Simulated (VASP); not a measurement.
Band structure of CdI$_{2}$ (relaxed from the CdCl2 structure, space group R-3m). Computed with PBEsol GGA, VASP's PBE PAW potentials (set 64) (plane waves; VASP).

Unless said otherwise, spin-orbit coupling is left out, though it shifts the bands of the heavy elements here.

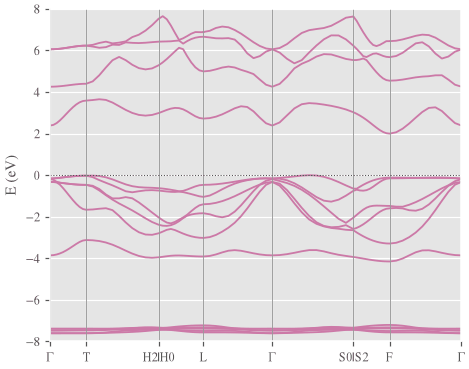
*Bands along high-symmetry lines, zero at the valence-band maximum or, without a gap, the Fermi level*

### Question
Read the plot: is there a gap, and where are the band edges?

### Answer
The gap is indirect, 2.00 eV, from the valence maximum at Γ-S0 at 0.45 to the conduction minimum at F. (Edges off the drawn lines would not show.)

The structure was generated: CdI2 was put into the CdCl2 type (R-3m), which need not be its known phase. It was relaxed first.
